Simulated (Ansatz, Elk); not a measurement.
**How far do independent atoms describe MoS?**

The structure of MoS used here is made up (a known structure type with other elements) and was relaxed beforehand with PBE. The aim is the Fourier transform of its all-electron density, F(hkl), set beside the sum over free spherical atoms that refinements use.

Method: DFT, PBE, all-electron APW+lo, Dirac cores, scalar-relativistic bands, static density, no spin, in Elk 11.2.3 (patched build).

The structure was built from a prototype and need not be the compound's stable phase.

## Step 1: The starting structure

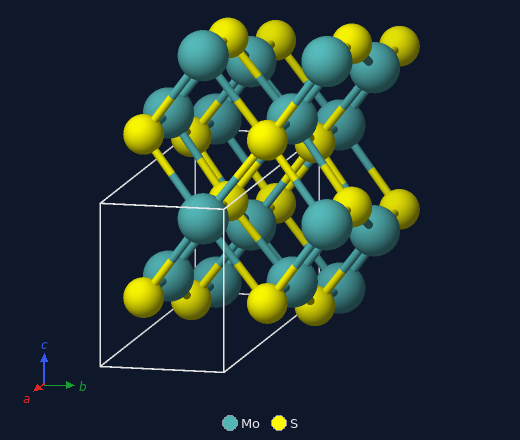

The starting structure, seen slightly off an axis (molybdenum teal, sulfur yellow). 1×2×2 cells are drawn.

## Step 2: Ground state and structure factors

An all-electron density is needed, since X-rays see the cores too. Task 0 finds the density and task 195 Fourier-transforms it; tshift is off so that phases refer to the origin typed.

Input file elk.in:

```
tasks
  0
  195

xctype
  20

spinpol
  .false.

rgkmax
  7.0

gmaxvr
  14.0

lmaxo
  7

lmaxapw
  8

swidth
  0.002

tshift
  .false.

ramdisk
  .false.

hmaxvr
  5.5

maxscl
  120

epspot
  1e-06

sppath
  './'

avec
  18.18708827694 0.00000000000 0.00000000000
  0.00000000000 5.83195967454 0.00000000000
  0.00000000000 0.00000000000 7.61201849835

atoms
  2
  'Mo.in'
  4
  0.8927060318 0.7500000000 0.8831914045   0.000000 0.000000 0.000000
  0.6072939682 0.2500000000 0.3831914045   0.000000 0.000000 0.000000
  0.3927060318 0.7500000000 0.6168085955   0.000000 0.000000 0.000000
  0.1072939682 0.2500000000 0.1168085955   0.000000 0.000000 0.000000
  'S.in'
  4
  0.1308321352 0.7500000000 0.6283319479   0.000000 0.000000 0.000000
  0.3691678648 0.2500000000 0.1283319479   0.000000 0.000000 0.000000
  0.6308321352 0.7500000000 0.8716680521   0.000000 0.000000 0.000000
  0.8691678648 0.2500000000 0.3716680521   0.000000 0.000000 0.000000

ngridk
  3 7 6
```

Run with:

```bash
> OMP_NUM_THREADS=4 elk
```

Numbers of over 12 decimals in the logs are rounded to 6 here.

What it wrote:

```text
┌─────────────────────────┐
│ Elk code version 11.2.3 │
└─────────────────────────┘

All units are atomic (Hartree, Bohr, etc.)

┌─────────────────────────────────────────────────┐
│ Ground-state run starting from atomic densities │
└─────────────────────────────────────────────────┘

Lattice vectors :
   18.18708828       0.000000000       0.000000000
   0.000000000       5.831959675       0.000000000
   0.000000000       0.000000000       7.612018498

Reciprocal lattice vectors :
  0.3454750541       0.000000000       0.000000000
   0.000000000       1.077371185       0.000000000
   0.000000000       0.000000000      0.8254295899

Unit cell volume      :    807.3791357
Brillouin zone volume :   0.3072289120

Muffin-tin inner radius fraction :   0.1000000000E-01

Nuclei treated as point charges

Species : 1 (Mo)
 parameters loaded from : Mo.in
 name : molybdenum
 nuclear charge    :   -42.00000000
 electronic charge :    42.00000000
 atomic mass :    174887.9214
 muffin-tin radius :    2.542946910
 number of radial points in muffin-tin :   1193
 inner part over the whole radius :   0.9961510317E-02
 number on inner part of muffin-tin    :    848
 approximate nuclear radius :   0.8334154960E-04
 number of mesh points to nuclear radius :    420
 atomic positions (lattice), magnetic fields (Cartesian) :
  1 :  -0.10729397 -0.25000000 -0.11680860    0.00000000  0.00000000  0.00000000
  2 :  -0.39270603  0.25000000  0.38319140    0.00000000  0.00000000  0.00000000
  3 :   0.39270603 -0.25000000 -0.38319140    0.00000000  0.00000000  0.00000000
  4 :   0.10729397  0.25000000  0.11680860    0.00000000  0.00000000  0.00000000

Species : 2 (S)
 parameters loaded from : S.in
 name : sulphur
 nuclear charge    :   -16.00000000
 electronic charge :    16.00000000
 atomic mass :    58450.91931
 muffin-tin radius :    2.151724309
 number of radial points in muffin-tin :    793
 inner part over the whole radius :   0.9957001439E-02
 number on inner part of muffin-tin    :    554
 approximate nuclear radius :   0.6195814986E-04
 number of mesh points to nuclear radius :    251
 atomic positions (lattice), magnetic fields (Cartesian) :
  1 :   0.13083214 -0.25000000 -0.37166805    0.00000000  0.00000000  0.00000000
  2 :   0.36916786  0.25000000  0.12833195    0.00000000  0.00000000  0.00000000
  3 :  -0.36916786 -0.25000000 -0.12833195    0.00000000  0.00000000  0.00000000
  4 :  -0.13083214  0.25000000  0.37166805    0.00000000  0.00000000  0.00000000

Total number of atoms per unit cell :    8
Total muffin-tin volume :    442.4447033
 ratio of muffin-tin to unit cell volume :   0.5480011604

Spin treatment :
 spin-unpolarised

Number of Bravais lattice symmetries :    8
Number of crystal symmetries         :    8
Crystal has inversion symmetry
Real symmetric eigensolver will be used

k-point grid :      3     7     6
k-point offset :    0.000000000       0.000000000       0.000000000
k-point set is reduced with full crystal symmetry group
Total number of k-points :       32

Muffin-tin radius times maximum |G+k| :    7.000000000
 using average radius
Maximum |G+k| for APW functions       :    2.982104464
Maximum (1/2)|G+k|²                   :    4.446473518
Maximum |G| for potential and density :    14.00000000
Constant for pseudocharge density :    9
 order of it for each species :   16  16
 order of it for pair densities of each species (exact exchange by exxq0 0: 17) :   11   7
Radial integration step length :    1

G-vector grid sizes :     84    27    35
Number of G-vectors :    37325

Maximum angular momentum used for
 APW functions            :    8
 outer part of muffin-tin :    7
 inner part of muffin-tin :    2

Total nuclear charge    :   -232.0000000
Total core charge       :    152.0000000
Total valence charge    :    80.00000000
Total excess charge     :    0.000000000
Total electronic charge :    232.0000000

Effective Wigner radius, rₛ :   0.9400846815

Number of empty states         :     32
[...]
electron-nuclear            :     -38533.111393179
 Hartree                     :      5226.4831964284
 Madelung                    :     -21513.496650609
 xc potential                :     -776.03269430537
 exchange                    :     -586.20717921181
 correlation                 :     -11.429851008362
 electron entropic           :    -0.24992969322708E-02
 total energy                :     -17798.117419163

Density of states at Fermi energy :    187.2319258
 (states/Hartree/unit cell)

Estimated indirect band gap :   0.7287412499E-03
 from k-point 20 to k-point 24
Estimated direct band gap   :   0.3441578637E-02
 at k-point 14

Charges :
 core                        :    152.0000000
 valence                     :    80.00000000
 interstitial                :    12.83210710
 muffin-tins (core leakage)
  species : 1 (Mo)
[...]
species : 2 (S)
[...]
total in muffin-tins        :    219.1678929
 total calculated charge     :    231.9982878
 total charge                :    232.0000000
 error                       :   0.1712219684E-02

RMS change in Kohn-Sham potential (target) :   0.3411496790     (  0.1000000000E-05)
Absolute change in total energy (target)   :   0.5889268009     (  0.1000000000E-03)

[... loops 3 to 15 left out ...]

┌──────────────────┐
│ Loop number : 16 │
└──────────────────┘

Energies :
 Fermi                       :     0.422072
 sum of occupied eigenvalues :     -10504.510455184
 electron kinetic            :      18397.327042765
 core electron kinetic       :      17959.033110697
 Coulomb                     :     -35593.981111395
 Coulomb potential           :     -28122.743688719
 nuclear-nuclear             :     -2276.9234142438
 electron-nuclear            :     -38572.102562374
 Hartree                     :      5255.0448652221
 Madelung                    :     -21532.609267036
 xc potential                :     -779.09380923001
 exchange                    :     -587.06718114014
 correlation                 :     -11.431347853872
 electron entropic           :    -0.29854522979750E-02
 total energy                :     -17795.155583077

Density of states at Fermi energy :    226.9439485
 (states/Hartree/unit cell)

Estimated indirect band gap :   0.2727754223E-03
 from k-point 6 to k-point 14
Estimated direct band gap   :   0.6939234824E-02
 at k-point 10

Charges :
 core                        :    152.0000000
 valence                     :    80.00000000
 interstitial                :    12.15494401
 muffin-tins (core leakage)
  species : 1 (Mo)
[...]
species : 2 (S)
[...]
total in muffin-tins        :    219.8450560
 total calculated charge     :    231.9980984
 total charge                :    232.0000000
 error                       :   0.1901563113E-02

RMS change in Kohn-Sham potential (target) :   0.2637738613E-07 (  0.1000000000E-05)
Absolute change in total energy (target)   :   0.3972499326E-04 (  0.1000000000E-03)

Convergence targets achieved

┌──────────────────┐
│ Loop number : 17 │
└──────────────────┘

Energies :
 Fermi                       :     0.422072
 sum of occupied eigenvalues :     -10504.510450463
 electron kinetic            :      18397.327046045
 core electron kinetic       :      17959.033112323
 Coulomb                     :     -35593.981111538
 Coulomb potential           :     -28122.743687995
 nuclear-nuclear             :     -2276.9234142438
 electron-nuclear            :     -38572.102563383
 Hartree                     :      5255.0448660880
 Madelung                    :     -21532.609267541
 xc potential                :     -779.09380851253
 exchange                    :     -587.06718118062
 correlation                 :     -11.431347846189
 electron entropic           :    -0.29854523462571E-02
 total energy                :     -17795.155579973

Density of states at Fermi energy :    226.9439513
 (states/Hartree/unit cell)

Estimated indirect band gap :   0.2727751900E-03
 from k-point 6 to k-point 14
Estimated direct band gap   :   0.6939235591E-02
 at k-point 10

Charges :
 core                        :    152.0000000
 valence                     :    80.00000000
 interstitial                :    12.15494376
 muffin-tins (core leakage)
  species : 1 (Mo)
[...]
species : 2 (S)
[...]
atom 2                    :    14.51048817     (  0.9709490289E-04)
   atom 3                    :    14.51048817     (  0.9709490289E-04)
   atom 4                    :    14.51048817     (  0.9709490289E-04)
 total in muffin-tins        :    219.8450562
 total calculated charge     :    231.9980984
 total charge                :    232.0000000
 error                       :   0.1901563310E-02

┌──────────────────────────────┐
│ Self-consistent loop stopped │
└──────────────────────────────┘

Wrote STATE.OUT
```

The job ended after 72 s (4 threads of Arm Neoverse V1, shared host; peak memory 0.26 GiB; 3.7 min of CPU time).

SFACRHO.OUT:

```text

h k l indices transformed by vhmat matrix:
   1.000000000       0.000000000       0.000000000    
   0.000000000       1.000000000       0.000000000    
   0.000000000       0.000000000       1.000000000    

      h      k      l  multipl.   |H|            Re(F)            Im(F)           |F|

      0      0      0      1   0.0000000       232.00000      0.16618749E-15   232.00000    
     -1      0      0      2  0.34547505      0.28011591E-13  -0.0000000      0.28011591E-13
      2      0      0      2  0.69095011       30.026685      -0.0000000       30.026685    
      0      0      1      2  0.82542959      0.42017386E-14  -0.0000000      0.42017386E-14
      1      0      1      2  0.89481116       60.506392      -0.0000000       60.506392    
      1      0     -1      2  0.89481116       60.506392     -0.42892748E-14   60.506392    
      3      0      0      2   1.0364252      0.60224920E-13 -0.70028977E-14  0.60630698E-13
      2      0      1      2   1.0764507      -56.201868     -0.28011591E-14   56.201868    
     -2      0      1      2   1.0764507       56.201868      0.28011591E-14   56.201868    
      0     -1      0      2   1.0773712      0.10641868E-13  0.14005795E-14  0.10733637E-13
     -1     -1      0      2   1.1314069      0.28011591E-13  -0.0000000      0.28011591E-13
     -1      1      0      2   1.1314069       0.0000000      0.14005795E-14  0.14005795E-14
     -2     -1      0      2   1.2798987      -84.751690      0.17507244E-15   84.751690    
      2     -1      0      2   1.2798987       84.751690      -0.0000000       84.751690    
     -3      0     -1      2   1.3249570      -18.414348     -0.12255071E-14   18.414348    
      3      0     -1      2   1.3249570      -18.414348     -0.14005795E-14   18.414348    
      0      1     -1      2   1.3572261       119.65860      0.28011591E-14   119.65860    
      0     -1     -1      2   1.3572261      -119.65860     -0.42017386E-14   119.65860
```

Elk indexes on the primitive cell of elk.in and gives |H| = 4π sin θ/λ in inverse bohr. Below, one row stands for each form hkl of the conventional cell (m members, Friedel mates merged), F is for one primitive cell and the density is static (no thermal factor). Free-atom factors are Waasmaier and Kirfel's, and R is Σm||F|−|F'||/Σm|F|.

```csv
hkl,m,sin θ/λ (Å⁻¹),"abs F, DFT",neutral atoms,diff.
100,2,0.052,0.000,0.000,+0.000
200,2,0.104,30.027,29.836,+0.191
001,2,0.124,0.000,0.000,+0.000
101,4,0.135,60.506,60.627,-0.120
300,2,0.156,0.000,0.000,+0.000
201,4,0.162,56.202,56.877,-0.675
010,2,0.162,0.000,0.000,+0.000
110,4,0.170,0.000,0.000,+0.000
210,4,0.193,84.752,85.847,-1.095
301,4,0.199,18.414,19.016,-0.602
011,4,0.204,119.659,120.085,-0.426
400,2,0.208,160.839,161.489,-0.650
111,8,0.211,82.216,82.476,-0.261
310,4,0.225,0.000,0.000,+0.000
211,8,0.229,16.345,16.552,-0.207
401,4,0.242,39.952,40.092,-0.140
002,2,0.248,11.020,10.981,+0.039
102,4,0.254,104.326,104.649,-0.323
311,8,0.257,97.559,98.106,-0.547
500,2,0.260,0.000,0.000,+0.000
410,4,0.264,57.005,57.394,-0.389
202,4,0.269,2.886,2.820,+0.067
```

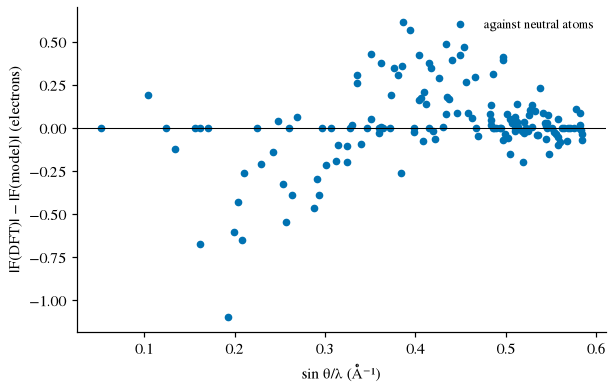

Difference between the calculated structure factors and the independent-atom ones.

## Step 3: The highest occupied states alone

An energy window below the Fermi level keeps the highest occupied states, to see at which angles they scatter; shallow core shells can lie inside it and anion s states outside. No new self-consistency is needed.

elk.in: that of step 2 with these lines changed.

```diff
@@ -1,3 +1,2 @@
 tasks
-  0
   195
@@ -40,2 +39,5 @@
 
+wsfac
+  -0.018920 0.722070
+
 sppath
```

Run with:

```bash
> OMP_NUM_THREADS=4 elk
```

What it wrote:

```text
┌─────────────────────────────────┐
│ Elk code version 11.2.3 started │
└─────────────────────────────────┘

Info(readinput): the functional depends on the density's gradient
 muffin-tin radial points multiplied by    2.00000
 (not where nrmtscf is given)

┌────────────────────┐
│ Current task : 195 │
└────────────────────┘
Info(checkmt): changed muffin-tin radius of species 1 (Mo) from   2.6000 to   2.5429
Info(checkmt): changed muffin-tin radius of species 2 (S) from   2.2000 to   2.1517

Info(sfacrho): density structure factors written to SFACRHO.OUT

 Energy window :  -0.1892000000E-01  0.7220700000

┌──────────────────┐
│ Elk code stopped │
└──────────────────┘
```

Elapsed: 18 s, on 4 threads; peak memory 0.2 GiB.

States within 12 eV below the Fermi level hold 40.00 electrons; any levels below the window count with the cores. Their amplitudes can exceed the total, where window and core parts have opposite phase:

```csv
hkl,sin θ/λ (Å⁻¹),"abs F, window","abs F, all"
100,0.052,0.000,0.000
200,0.104,2.623,30.027
001,0.124,0.000,0.000
101,0.135,2.309,60.506
300,0.156,0.000,0.000
201,0.162,0.361,56.202
010,0.162,0.000,0.000
110,0.170,0.000,0.000
210,0.193,0.504,84.752
301,0.199,1.051,18.414
```

## Step 4: Another functional

The difference from free atoms is small, so it is set against the change that PBEsol makes.

elk.in: that of step 3 with these lines changed.

```diff
@@ -1,2 +1,3 @@
 tasks
+  0
   195
@@ -4,3 +5,3 @@
 xctype
-  20
+  22
 
@@ -39,5 +40,2 @@
 
-wsfac
-  -0.018920 0.722070
-
 sppath
```

Run with:

```bash
> OMP_NUM_THREADS=4 elk
```

What it wrote:

```text
┌─────────────────────────┐
│ Elk code version 11.2.3 │
└─────────────────────────┘

All units are atomic (Hartree, Bohr, etc.)

┌─────────────────────────────────────────────────┐
│ Ground-state run starting from atomic densities │
└─────────────────────────────────────────────────┘

Lattice vectors :
   18.18708828       0.000000000       0.000000000
   0.000000000       5.831959675       0.000000000
   0.000000000       0.000000000       7.612018498

Reciprocal lattice vectors :
  0.3454750541       0.000000000       0.000000000
[...]
valence                     :    80.00000000
 interstitial                :    12.22845347
 muffin-tins (core leakage)
  species : 1 (Mo)
[...]
species : 2 (S)
[...]
atom 3                    :    14.48853042     (  0.9793269965E-04)
   atom 4                    :    14.48853042     (  0.9793269965E-04)
 total in muffin-tins        :    219.7715465
 total calculated charge     :    231.9981097
 total charge                :    232.0000000
 error                       :   0.1890281585E-02

┌──────────────────────────────┐
│ Self-consistent loop stopped │
└──────────────────────────────┘

Wrote STATE.OUT
[key lines of the parts left out:]
total energy                :     -17784.060369726
```

The job ended after 65 s (4 threads; peak memory 0.26 GiB; 3.3 min of CPU time).

Against the first run R = 0.02 %; the largest change is -0.085 at 400.

## Step 5: Basis size

A smaller basis shows how fast F responds to it; the change is likely larger than the basis error of the first run, but doesn't show convergence.

elk.in: that of step 4 with these lines changed.

```diff
@@ -5,3 +5,3 @@
 xctype
-  22
+  20
 
@@ -11,3 +11,3 @@
 rgkmax
-  7.0
+  5.5
```

Run with:

```bash
> OMP_NUM_THREADS=4 elk
```

What it wrote:

```text
┌─────────────────────────┐
│ Elk code version 11.2.3 │
└─────────────────────────┘

All units are atomic (Hartree, Bohr, etc.)

┌─────────────────────────────────────────────────┐
│ Ground-state run starting from atomic densities │
└─────────────────────────────────────────────────┘

Lattice vectors :
   18.18708828       0.000000000       0.000000000
   0.000000000       5.831959675       0.000000000
   0.000000000       0.000000000       7.612018498

Reciprocal lattice vectors :
  0.3454750541       0.000000000       0.000000000
[...]
valence                     :    80.00000000
 interstitial                :    12.53905856
 muffin-tins (core leakage)
  species : 1 (Mo)
[...]
species : 2 (S)
[...]
atom 3                    :    14.47260761     (  0.9658077502E-04)
   atom 4                    :    14.47260761     (  0.9658077502E-04)
 total in muffin-tins        :    219.4609414
 total calculated charge     :    231.9981984
 total charge                :    232.0000000
 error                       :   0.1801577458E-02

┌──────────────────────────────┐
│ Self-consistent loop stopped │
└──────────────────────────────┘

Wrote STATE.OUT
[key lines of the parts left out:]
total energy                :     -17794.969349182
```

The job ended after 58 s (4 threads; peak memory 0.23 GiB).

Against the first run R = 0.06 %; the largest change is -0.161 at 400.

## Step 6: Settings against the effect

```csv
run,R against the first run (%),"R against neutral atoms, low angle (%)",wall time
"PBE, rgkmax 7",0.00,0.55,72 s
PBEsol,0.02,0.57,65 s
rgkmax 5.5,0.06,0.58,58 s
```

## Step 7: Results

| Property | Result |
| --- | --- |
| R against neutral atoms, sin θ/λ < 0.3 Å⁻¹ | 0.55 % |
| R against neutral atoms, 0.3 to 0.58 Å⁻¹ | 0.33 % |

In words: Independent neutral atoms miss the calculated amplitudes by R = 0.55 % below 0.3 Å⁻¹ and 0.33 % from there to 0.58 Å⁻¹; by shells, 0.29 % below 0.15 Å⁻¹ (2 forms), 0.56 % 0.15 to 0.3 (16 forms), 0.47 % 0.3 to 0.45 (41 forms), 0.22 % above 0.45 (62 forms). Bonding, aspherical density and the tables' own atoms all enter these figures, and the runs don't part them. The largest change of an amplitude is -1.10 electrons, at 210. The window's part falls from 40.0 electrons at the origin to at most 0.49 between 0.45 and 0.58 Å⁻¹. Below 0.3 Å⁻¹ the changes that finished (PBEsol and rgkmax 5.5) move F by R = 0.05 % at most, against the 0.55 % that separates it from free atoms. The k-mesh has no finished test. These runs have no spin, though d or f shells may be open. Part of the difference isn't bonding: the tables are fits to free atoms and ions calculated by other methods than this functional. Thermal motion, anomalous dispersion and extinction are left out.

[Logs are printed without paths, hosts, clocks, repeated set-up lines and the standing remarks that a program may print on its own settings, such as how far it seeks lower states.]

[Hosts, paths, dates, database ids (printed as entryN), source tags and the programs' standing remarks are cut or masked in the printed files.]
